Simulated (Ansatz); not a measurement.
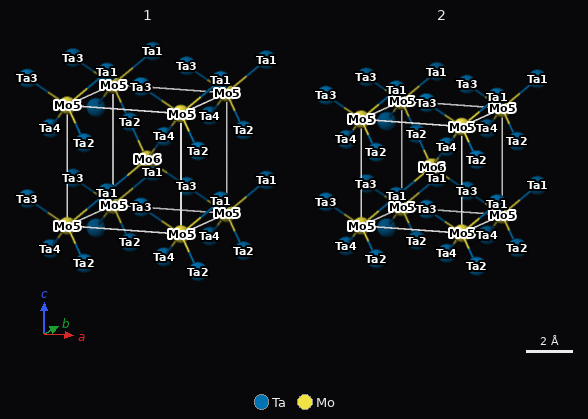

Two geometries of crystalline Ta$_{2}$Mo (built on the cuprite_224 type) (coarse preliminary run), drawn at one scale. One is the start of a relaxation, the other its converged end. Style: ball-and-stick. Shown: the cell of the calculation, slightly off an axis.

All numbers below come from Ansatz, DFT PBE, scalar-relativistic, plane waves, PAW. Settings: plane-wave cutoff 420 eV; k-point mesh 4 × 4 × 4; occupations gaussian; smearing width 0.1 eV; no spin polarisation; cell and atoms relaxed; force threshold 0.04 eV/Å; at most 70 steps.

### Which of the two is the end point?

Structure 1 is the relaxed one. Case: cuprite type (Pn-3m, No. 224). The energy falls by 1422 meV per atom in 4 accepted moves (5 points after the start). All forces vanish by symmetry, so only the cell relaxes. The pressure goes from 75.66 to 0.19 GPa. The SCF was repeated once at an unchanged geometry on a basis and grid sized afresh for the cell, which shifted the energy by 7.4 meV per atom at most. No atom moves by more than 0.005 Å relative to the cell. Cell: a = b = c 4.771 → 5.396 Å (+13.1 %). Volume +44.6 %. Near-neighbour distances that change, for instance: Ta1–Ta2 3.374 → 3.815 Å, Ta1–Mo5 2.066 → 2.336 Å. The space group stays Pn-3m (No. 224).
